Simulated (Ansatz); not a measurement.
**Molecular dynamics, with input and output: GeH₅O₄F (part 2 of 5)**

GeH₅O₄F; RKS PBE-D4/def2-SVP (Ansatz 0.2.0). It belongs to a series of runs on one base structure; here: dynamics from the highest image of the converged band.

Geometry of the input (Å):
```
Ge 0.1921  0.2424  -0.0651
F  -0.5657  0.1414  1.9629
O  1.7321  -0.0257  -0.9457
H  1.6985  -0.9261  -1.3234
O  -0.9014  1.4412  -0.7787
H  -1.6628  0.9651  -1.1619
O  -0.4836  -1.4187  -0.1564
H  -0.9815  -1.5631  0.6727
O  1.0978  1.4190  1.1761
H  2.0371  1.1474  1.2162
H  0.3505  0.8809  1.9447
```

## The program's output, continued
```
md step   115: t =    57.50 fs  T =   326.0 K  F+E_penalty+E_count = -67472.11007994 eV  E_kin = 0.379236 eV  conserved = -67471.73084382 eV  (29 SCF iters)
md step   116: t =    58.00 fs  T =   342.0 K  F+E_penalty+E_count = -67472.12926996 eV  E_kin = 0.397830 eV  conserved = -67471.73144033 eV  (30 SCF iters)
md step   117: t =    58.50 fs  T =   349.7 K  F+E_penalty+E_count = -67472.13870617 eV  E_kin = 0.406809 eV  conserved = -67471.73189731 eV  (30 SCF iters)
md step   118: t =    59.00 fs  T =   343.7 K  F+E_penalty+E_count = -67472.13177414 eV  E_kin = 0.399793 eV  conserved = -67471.73198164 eV  (30 SCF iters)
md step   119: t =    59.50 fs  T =   323.7 K  F+E_penalty+E_count = -67472.10804638 eV  E_kin = 0.376552 eV  conserved = -67471.73149419 eV  (30 SCF iters)
md step   120: t =    60.00 fs  T =   296.9 K  F+E_penalty+E_count = -67472.07596361 eV  E_kin = 0.345450 eV  conserved = -67471.73051336 eV  (29 SCF iters)
md step   121: t =    60.50 fs  T =   276.3 K  F+E_penalty+E_count = -67472.05106204 eV  E_kin = 0.321481 eV  conserved = -67471.72958124 eV  (31 SCF iters)
md step   122: t =    61.00 fs  T =   273.5 K  F+E_penalty+E_count = -67472.04755759 eV  E_kin = 0.318150 eV  conserved = -67471.72940769 eV  (31 SCF iters)
md step   123: t =    61.50 fs  T =   290.4 K  F+E_penalty+E_count = -67472.06799581 eV  E_kin = 0.337818 eV  conserved = -67471.73017788 eV  (30 SCF iters)
md step   124: t =    62.00 fs  T =   317.5 K  F+E_penalty+E_count = -67472.10066256 eV  E_kin = 0.369344 eV  conserved = -67471.73131900 eV  (30 SCF iters)
md step   125: t =    62.50 fs  T =   340.3 K  F+E_penalty+E_count = -67472.12789979 eV  E_kin = 0.395827 eV  conserved = -67471.73207232 eV  (29 SCF iters)
md step   126: t =    63.00 fs  T =   348.4 K  F+E_penalty+E_count = -67472.13743949 eV  E_kin = 0.405339 eV  conserved = -67471.73210064 eV  (30 SCF iters)
md step   127: t =    63.50 fs  T =   340.7 K  F+E_penalty+E_count = -67472.12793449 eV  E_kin = 0.396392 eV  conserved = -67471.73154273 eV  (30 SCF iters)
md step   128: t =    64.00 fs  T =   323.7 K  F+E_penalty+E_count = -67472.10731571 eV  E_kin = 0.376567 eV  conserved = -67471.73074854 eV  (29 SCF iters)
md step   129: t =    64.50 fs  T =   307.3 K  F+E_penalty+E_count = -67472.08756562 eV  E_kin = 0.357508 eV  conserved = -67471.73005796 eV  (30 SCF iters)
md step   130: t =    65.00 fs  T =   300.6 K  F+E_penalty+E_count = -67472.07935510 eV  E_kin = 0.349656 eV  conserved = -67471.72969871 eV  (30 SCF iters)
md step   131: t =    65.50 fs  T =   308.2 K  F+E_penalty+E_count = -67472.08832680 eV  E_kin = 0.358573 eV  conserved = -67471.72975349 eV  (30 SCF iters)
md step   132: t =    66.00 fs  T =   329.7 K  F+E_penalty+E_count = -67472.11366811 eV  E_kin = 0.383497 eV  conserved = -67471.73017072 eV  (30 SCF iters)
md step   133: t =    66.50 fs  T =   359.3 K  F+E_penalty+E_count = -67472.14885035 eV  E_kin = 0.418039 eV  conserved = -67471.73081178 eV  (30 SCF iters)
md step   134: t =    67.00 fs  T =   388.8 K  F+E_penalty+E_count = -67472.18383867 eV  E_kin = 0.452340 eV  conserved = -67471.73149893 eV  (30 SCF iters)
md step   135: t =    67.50 fs  T =   409.2 K  F+E_penalty+E_count = -67472.20805117 eV  E_kin = 0.476029 eV  conserved = -67471.73202243 eV  (29 SCF iters, 3 dispersion substeps)
md step   136: t =    68.00 fs  T =   414.1 K  F+E_penalty+E_count = -67472.21383817 eV  E_kin = 0.481703 eV  conserved = -67471.73213529 eV  (30 SCF iters, 3 dispersion substeps)
md step   137: t =    68.50 fs  T =   402.9 K  F+E_penalty+E_count = -67472.20032326 eV  E_kin = 0.468686 eV  conserved = -67471.73163768 eV  (29 SCF iters, 3 dispersion substeps)
md step   138: t =    69.00 fs  T =   383.0 K  F+E_penalty+E_count = -67472.17612107 eV  E_kin = 0.445510 eV  conserved = -67471.73061093 eV  (30 SCF iters, 3 dispersion substeps)
md step   139: t =    69.50 fs  T =   367.8 K  F+E_penalty+E_count = -67472.15751320 eV  E_kin = 0.427906 eV  conserved = -67471.72960693 eV  (29 SCF iters, 3 dispersion substeps)
md step   140: t =    70.00 fs  T =   370.0 K  F+E_penalty+E_count = -67472.15983991 eV  E_kin = 0.430470 eV  conserved = -67471.72937025 eV  (30 SCF iters, 3 dispersion substeps)
md step   141: t =    70.50 fs  T =   392.4 K  F+E_penalty+E_count = -67472.18660325 eV  E_kin = 0.456467 eV  conserved = -67471.73013584 eV  (30 SCF iters, 3 dispersion substeps)
md step   142: t =    71.00 fs  T =   425.3 K  F+E_penalty+E_count = -67472.22615622 eV  E_kin = 0.494810 eV  conserved = -67471.73134653 eV  (30 SCF iters, 3 dispersion substeps)
md step   143: t =    71.50 fs  T =   453.5 K  F+E_penalty+E_count = -67472.25980712 eV  E_kin = 0.527605 eV  conserved = -67471.73220243 eV  (29 SCF iters, 3 dispersion substeps)
md step   144: t =    72.00 fs  T =   465.4 K  F+E_penalty+E_count = -67472.27374442 eV  E_kin = 0.541436 eV  conserved = -67471.73230871 eV  (30 SCF iters, 3 dispersion substeps)
md step   145: t =    72.50 fs  T =   458.7 K  F+E_penalty+E_count = -67472.26542634 eV  E_kin = 0.533655 eV  conserved = -67471.73177162 eV  (30 SCF iters, 3 dispersion substeps)
md step   146: t =    73.00 fs  T =   439.7 K  F+E_penalty+E_count = -67472.24245450 eV  E_kin = 0.511514 eV  conserved = -67471.73094033 eV  (29 SCF iters, 3 dispersion substeps)
md step   147: t =    73.50 fs  T =   418.8 K  F+E_penalty+E_count = -67472.21738277 eV  E_kin = 0.487209 eV  conserved = -67471.73017365 eV  (30 SCF iters, 3 dispersion substeps)
md step   148: t =    74.00 fs  T =   406.0 K  F+E_penalty+E_count = -67472.20207188 eV  E_kin = 0.472346 eV  conserved = -67471.72972562 eV  (29 SCF iters, 3 dispersion substeps)
md step   149: t =    74.50 fs  T =   407.3 K  F+E_penalty+E_count = -67472.20355946 eV  E_kin = 0.473855 eV  conserved = -67471.72970461 eV  (30 SCF iters, 3 dispersion substeps)
md step   150: t =    75.00 fs  T =   423.0 K  F+E_penalty+E_count = -67472.22222346 eV  E_kin = 0.492145 eV  conserved = -67471.73007814 eV  (29 SCF iters, 3 dispersion substeps)
md step   151: t =    75.50 fs  T =   448.3 K  F+E_penalty+E_count = -67472.25221902 eV  E_kin = 0.521502 eV  conserved = -67471.73071674 eV  (29 SCF iters, 3 dispersion substeps)
md step   152: t =    76.00 fs  T =   474.6 K  F+E_penalty+E_count = -67472.28355178 eV  E_kin = 0.552112 eV  conserved = -67471.73143939 eV  (29 SCF iters, 3 dispersion substeps)
md step   153: t =    76.50 fs  T =   492.6 K  F+E_penalty+E_count = -67472.30508517 eV  E_kin = 0.573062 eV  conserved = -67471.73202344 eV  (29 SCF iters, 3 dispersion substeps)
md step   154: t =    77.00 fs  T =   495.2 K  F+E_penalty+E_count = -67472.30824269 eV  E_kin = 0.576046 eV  conserved = -67471.73219695 eV  (29 SCF iters, 3 dispersion substeps)
md step   155: t =    77.50 fs  T =   481.0 K  F+E_penalty+E_count = -67472.29125103 eV  E_kin = 0.559523 eV  conserved = -67471.73172824 eV  (29 SCF iters, 3 dispersion substeps)
md step   156: t =    78.00 fs  T =   457.0 K  F+E_penalty+E_count = -67472.26234073 eV  E_kin = 0.531663 eV  conserved = -67471.73067728 eV  (29 SCF iters, 3 dispersion substeps)
md step   157: t =    78.50 fs  T =   437.2 K  F+E_penalty+E_count = -67472.23821055 eV  E_kin = 0.508601 eV  conserved = -67471.72960978 eV  (29 SCF iters, 3 dispersion substeps)
md step   158: t =    79.00 fs  T =   434.9 K  F+E_penalty+E_count = -67472.23519444 eV  E_kin = 0.505881 eV  conserved = -67471.72931364 eV  (29 SCF iters, 3 dispersion substeps)
md step   159: t =    79.50 fs  T =   453.6 K  F+E_penalty+E_count = -67472.25771623 eV  E_kin = 0.527657 eV  conserved = -67471.73005910 eV  (28 SCF iters, 3 dispersion substeps)
md step   160: t =    80.00 fs  T =   484.1 K  F+E_penalty+E_count = -67472.29446045 eV  E_kin = 0.563174 eV  conserved = -67471.73128597 eV  (29 SCF iters, 3 dispersion substeps)
md step   161: t =    80.50 fs  T =   510.9 K  F+E_penalty+E_count = -67472.32649215 eV  E_kin = 0.594320 eV  conserved = -67471.73217202 eV  (30 SCF iters, 3 dispersion substeps)
md step   162: t =    81.00 fs  T =   522.0 K  F+E_penalty+E_count = -67472.33951499 eV  E_kin = 0.607210 eV  conserved = -67471.73230511 eV  (29 SCF iters, 3 dispersion substeps)
md step   163: t =    81.50 fs  T =   514.7 K  F+E_penalty+E_count = -67472.33054147 eV  E_kin = 0.598756 eV  conserved = -67471.73178588 eV  (29 SCF iters, 3 dispersion substeps)
md step   164: t =    82.00 fs  T =   495.0 K  F+E_penalty+E_count = -67472.30687101 eV  E_kin = 0.575906 eV  conserved = -67471.73096473 eV  (29 SCF iters, 3 dispersion substeps)
md step   165: t =    82.50 fs  T =   473.4 K  F+E_penalty+E_count = -67472.28089042 eV  E_kin = 0.550688 eV  conserved = -67471.73020242 eV  (29 SCF iters, 3 dispersion substeps)
md step   166: t =    83.00 fs  T =   459.6 K  F+E_penalty+E_count = -67472.26439623 eV  E_kin = 0.534642 eV  conserved = -67471.72975395 eV  (29 SCF iters, 3 dispersion substeps)
md step   167: t =    83.50 fs  T =   459.6 K  F+E_penalty+E_count = -67472.26445530 eV  E_kin = 0.534729 eV  conserved = -67471.72972613 eV  (29 SCF iters, 3 dispersion substeps)
md step   168: t =    84.00 fs  T =   474.1 K  F+E_penalty+E_count = -67472.28158367 eV  E_kin = 0.551497 eV  conserved = -67471.73008658 eV  (29 SCF iters, 3 dispersion substeps)
md step   169: t =    84.50 fs  T =   498.1 K  F+E_penalty+E_count = -67472.31017155 eV  E_kin = 0.579462 eV  conserved = -67471.73070912 eV  (29 SCF iters, 3 dispersion substeps)
md step   170: t =    85.00 fs  T =   523.6 K  F+E_penalty+E_count = -67472.34049416 eV  E_kin = 0.609076 eV  conserved = -67471.73141795 eV  (29 SCF iters, 3 dispersion substeps)
md step   171: t =    85.50 fs  T =   541.2 K  F+E_penalty+E_count = -67472.36164729 eV  E_kin = 0.629658 eV  conserved = -67471.73198952 eV  (29 SCF iters, 3 dispersion substeps)
md step   172: t =    86.00 fs  T =   544.2 K  F+E_penalty+E_count = -67472.36525522 eV  E_kin = 0.633108 eV  conserved = -67471.73214686 eV  (29 SCF iters, 3 dispersion substeps)
md step   173: t =    86.50 fs  T =   531.3 K  F+E_penalty+E_count = -67472.34977032 eV  E_kin = 0.618109 eV  conserved = -67471.73166162 eV  (29 SCF iters, 3 dispersion substeps)
md step   174: t =    87.00 fs  T =   509.7 K  F+E_penalty+E_count = -67472.32358515 eV  E_kin = 0.592963 eV  conserved = -67471.73062219 eV  (29 SCF iters, 3 dispersion substeps)
md step   175: t =    87.50 fs  T =   492.9 K  F+E_penalty+E_count = -67472.30308772 eV  E_kin = 0.573465 eV  conserved = -67471.72962291 eV  (29 SCF iters, 3 dispersion substeps)
md step   176: t =    88.00 fs  T =   493.5 K  F+E_penalty+E_count = -67472.30347657 eV  E_kin = 0.574055 eV  conserved = -67471.72942144 eV  (29 SCF iters, 3 dispersion substeps)
md step   177: t =    88.50 fs  T =   513.6 K  F+E_penalty+E_count = -67472.32771602 eV  E_kin = 0.597518 eV  conserved = -67471.73019804 eV  (29 SCF iters, 3 dispersion substeps)
md step   178: t =    89.00 fs  T =   543.8 K  F+E_penalty+E_count = -67472.36398144 eV  E_kin = 0.632634 eV  conserved = -67471.73134721 eV  (29 SCF iters, 3 dispersion substeps)
md step   179: t =    89.50 fs  T =   569.3 K  F+E_penalty+E_count = -67472.39441533 eV  E_kin = 0.662309 eV  conserved = -67471.73210648 eV  (28 SCF iters, 3 dispersion substeps)
md step   180: t =    90.00 fs  T =   579.7 K  F+E_penalty+E_count = -67472.40655072 eV  E_kin = 0.674390 eV  conserved = -67471.73216036 eV  (29 SCF iters, 3 dispersion substeps)
md step   181: t =    90.50 fs  T =   573.3 K  F+E_penalty+E_count = -67472.39857322 eV  E_kin = 0.666918 eV  conserved = -67471.73165477 eV  (30 SCF iters, 3 dispersion substeps)
md step   182: t =    91.00 fs  T =   555.9 K  F+E_penalty+E_count = -67472.37759548 eV  E_kin = 0.646681 eV  conserved = -67471.73091468 eV  (29 SCF iters, 3 dispersion substeps)
md step   183: t =    91.50 fs  T =   536.9 K  F+E_penalty+E_count = -67472.35480147 eV  E_kin = 0.624562 eV  conserved = -67471.73023989 eV  (29 SCF iters, 3 dispersion substeps)
md step   184: t =    92.00 fs  T =   525.1 K  F+E_penalty+E_count = -67472.34066846 eV  E_kin = 0.610833 eV  conserved = -67471.72983552 eV  (30 SCF iters, 3 dispersion substeps)
md step   185: t =    92.50 fs  T =   525.9 K  F+E_penalty+E_count = -67472.34158214 eV  E_kin = 0.611784 eV  conserved = -67471.72979847 eV  (30 SCF iters, 3 dispersion substeps)
md step   186: t =    93.00 fs  T =   539.9 K  F+E_penalty+E_count = -67472.35818889 eV  E_kin = 0.628068 eV  conserved = -67471.73012133 eV  (30 SCF iters, 3 dispersion substeps)
md step   187: t =    93.50 fs  T =   562.8 K  F+E_penalty+E_count = -67472.38547088 eV  E_kin = 0.654762 eV  conserved = -67471.73070903 eV  (29 SCF iters, 3 dispersion substeps)
md step   188: t =    94.00 fs  T =   587.0 K  F+E_penalty+E_count = -67472.41429657 eV  E_kin = 0.682899 eV  conserved = -67471.73139719 eV  (29 SCF iters, 3 dispersion substeps)
md step   189: t =    94.50 fs  T =   603.6 K  F+E_penalty+E_count = -67472.43415782 eV  E_kin = 0.702204 eV  conserved = -67471.73195431 eV  (29 SCF iters, 3 dispersion substeps)
md step   190: t =    95.00 fs  T =   605.9 K  F+E_penalty+E_count = -67472.43696029 eV  E_kin = 0.704865 eV  conserved = -67471.73209512 eV  (29 SCF iters, 3 dispersion substeps)
md step   191: t =    95.50 fs  T =   593.0 K  F+E_penalty+E_count = -67472.42141079 eV  E_kin = 0.689807 eV  conserved = -67471.73160364 eV  (29 SCF iters, 3 dispersion substeps)
md step   192: t =    96.00 fs  T =   571.9 K  F+E_penalty+E_count = -67472.39594109 eV  E_kin = 0.665345 eV  conserved = -67471.73059656 eV  (29 SCF iters, 3 dispersion substeps)
md step   193: t =    96.50 fs  T =   555.9 K  F+E_penalty+E_count = -67472.37639222 eV  E_kin = 0.646721 eV  conserved = -67471.72967167 eV  (29 SCF iters, 3 dispersion substeps)
md step   194: t =    97.00 fs  T =   556.4 K  F+E_penalty+E_count = -67472.37684259 eV  E_kin = 0.647307 eV  conserved = -67471.72953537 eV  (30 SCF iters, 3 dispersion substeps)
md step   195: t =    97.50 fs  T =   575.1 K  F+E_penalty+E_count = -67472.39933079 eV  E_kin = 0.669027 eV  conserved = -67471.73030403 eV  (30 SCF iters, 3 dispersion substeps)
md step   196: t =    98.00 fs  T =   602.4 K  F+E_penalty+E_count = -67472.43219059 eV  E_kin = 0.700818 eV  conserved = -67471.73137290 eV  (30 SCF iters, 3 dispersion substeps)
md step   197: t =    98.50 fs  T =   624.7 K  F+E_penalty+E_count = -67472.45878014 eV  E_kin = 0.726735 eV  conserved = -67471.73204479 eV  (29 SCF iters, 3 dispersion substeps)
md step   198: t =    99.00 fs  T =   632.6 K  F+E_penalty+E_count = -67472.46794592 eV  E_kin = 0.735875 eV  conserved = -67471.73207106 eV  (29 SCF iters, 3 dispersion substeps)
md step   199: t =    99.50 fs  T =   624.6 K  F+E_penalty+E_count = -67472.45828757 eV  E_kin = 0.726669 eV  conserved = -67471.73161861 eV  (30 SCF iters, 3 dispersion substeps)
these checks for a lower state are left out or cut short: starts, cluster_reference, orbital_swaps, neighbouring_geometries, increment
1361 factors; their error is unknown
mean field -67472.21967862 eV, -2479.5583388763 hartree, gradient 1.6e-5 eV, S^2 0.000000; 0 other end points of the search recorded, 0 dependent functions left out
the calculation of the forces begins
reference -67472.21971063 eV, -2479.5583400525 hartree; 39, 39 occupied and 88, 88 virtual orbitals, 1361 factors
1361 factors; their error is unknown
mean field evaluation 1632: about -67472.2789 eV, gradient 9.8e-1 eV
mean field -67472.21967862 eV, -2479.5583388763 hartree, gradient 1.6e-5 eV, S^2 0.000000; 1 other end points of the search recorded, 0 dependent functions left out
the calculation of the forces begins
reference -67472.21971063 eV, -2479.5583400525 hartree; 39, 39 occupied and 88, 88 virtual orbitals, 1361 factors
md step   200: t =   100.00 fs  T =   606.1 K  F+E_penalty+E_count = -67472.43611312 eV  E_kin = 0.705133 eV  conserved = -67471.73098059 eV  (30 SCF iters, 3 dispersion substeps)
```

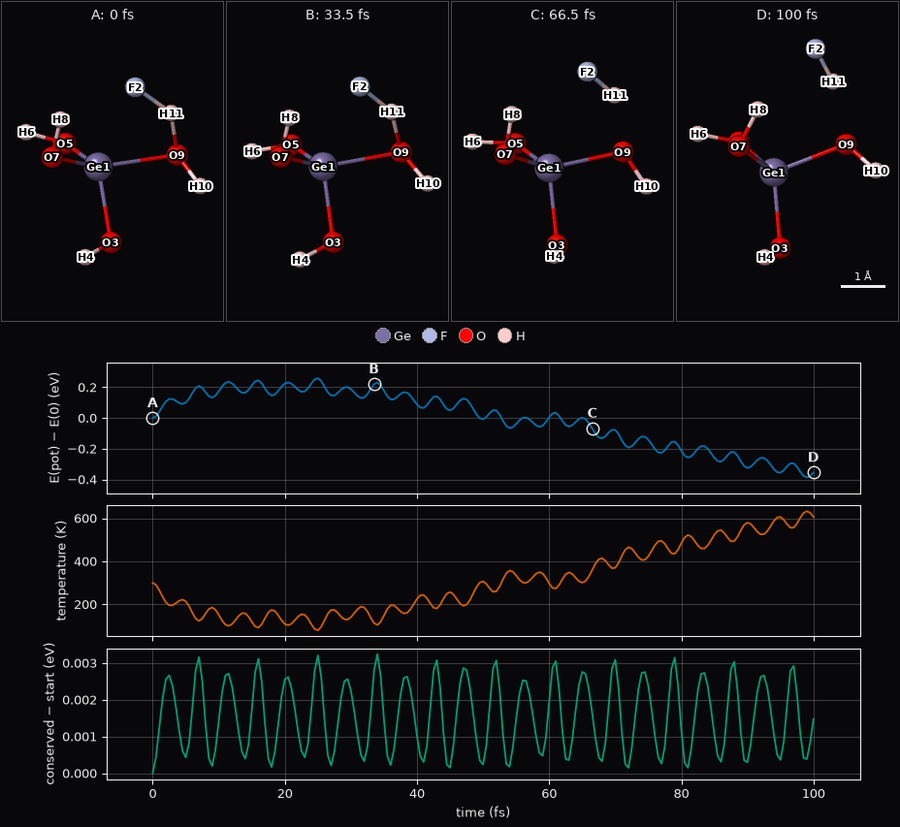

**Figure 1.** Frames of the molecular dynamics (ball-and-stick, seen at a tilt) above the curves, on which the letters mark them. The trajectory kept here has 201 frames over 100 fs. The temperature starts at 300 K, ranges from 80 to 633 K and averages 438 K over the second half. The potential energy ends 0.355 eV below its first value. The conserved quantity stays within 0.0032 eV. After an unweighted best fit of the last frame on the first, the root-mean-square displacement is 0.42 Å, and F2 has moved furthest (0.68 Å).

```
Total energy: -67472.43614513 eV, -2479.5662938736 hartree
Atom 0 at     0.329078     0.306729    -0.258407 Å, force    -0.228954    -0.430192     0.334730 eV/Å
Atom 1 at    -0.972251     0.082600     2.674130 Å, force    -0.231217    -0.359395    -0.195883 eV/Å
Atom 2 at     1.743277    -0.014482    -1.282180 Å, force    -0.103584     0.579334    -0.077825 eV/Å
Atom 3 at     1.801824    -0.977037    -1.350041 Å, force     0.114872    -0.574591    -0.140218 eV/Å
Atom 4 at    -0.942751     1.402374    -0.824879 Å, force    -0.938041    -0.787934    -0.771118 eV/Å
Atom 5 at    -1.671340     0.812581    -1.218464 Å, force     1.155099     0.956652     0.630292 eV/Å
Atom 6 at    -0.425324    -1.275003     0.139499 Å, force     0.370649     0.361812    -0.110259 eV/Å
Atom 7 at    -0.739110    -1.139684     1.060237 Å, force    -0.253256    -0.122725     0.309241 eV/Å
Atom 8 at     0.953299     1.101529     1.243815 Å, force    -0.472209     0.089529     0.087284 eV/Å
Atom 9 at     1.904288     0.972378     1.405681 Å, force     0.094483    -0.106616    -0.125480 eV/Å
Atom 10 at    -0.214374     0.508427     2.280029 Å, force     0.492158     0.394127     0.059235 eV/Å
Dipole moment:     0.357054    -0.255358    -0.187438 e Å
```

## Trajectory as extended XYZ (Å, eV, eV/Å), 69 of the 201 frames kept, from step=0 to step=200
```
11
Properties=species:S:1:pos:R:3:forces:R:3 step=0 time_fs=0.0 energy=-67472.08146 temperature=300.0
Ge    0.1921    0.2424   -0.0651    0.0117  -0.0044   0.0033
F    -0.5657    0.1414    1.9629    0.0095   0.0091  -0.0053
O     1.7321   -0.0257   -0.9457   -0.0090   0.0012   0.0020
H     1.6985   -0.9261   -1.3234    0.0037  -0.0014  -0.0022
O    -0.9014    1.4412   -0.7787    0.0116   0.0068   0.0068
H    -1.6628    0.9651   -1.1619   -0.0112  -0.0059  -0.0059
O    -0.4836   -1.4187   -0.1564    0.0054   0.0060  -0.0109
H    -0.9815   -1.5631    0.6727   -0.0090  -0.0054   0.0116
O     1.0978    1.4190    1.1761   -0.0146  -0.0004   0.0028
H     2.0371    1.1474    1.2162    0.0080  -0.0005  -0.0021
H     0.3505    0.8809    1.9447   -0.0059  -0.0051  -0.0001
11
Properties=species:S:1:pos:R:3:forces:R:3 step=3 time_fs=1.5 energy=-67472.00351 temperature=234.8
Ge    0.1940    0.2443   -0.0645   -0.3756  -0.2402   0.1206
F    -0.5661    0.1361    1.9626    0.1567   0.1658   0.0288
O     1.7312   -0.0296   -0.9486    0.0129   0.5766   0.2810
H     1.6875   -0.9011   -1.3613   -0.0326  -0.5329  -0.2151
O    -0.9003    1.4479   -0.7817   -1.4290  -0.9326  -0.8090
H    -1.6863    0.9543   -1.2167    1.5509   0.8804   0.8758
O    -0.4871   -1.4255   -0.1487    0.6404   0.3357  -0.9680
H    -0.9706   -1.5937    0.6606   -0.5007  -0.0890   0.8820
O     1.0949    1.4219    1.1777   -0.0891   0.0010   0.0617
H     2.0240    1.1225    1.2077    0.1576   0.0258   0.0595
H     0.3547    0.9057    1.9716   -0.0915  -0.1906  -0.3172
```
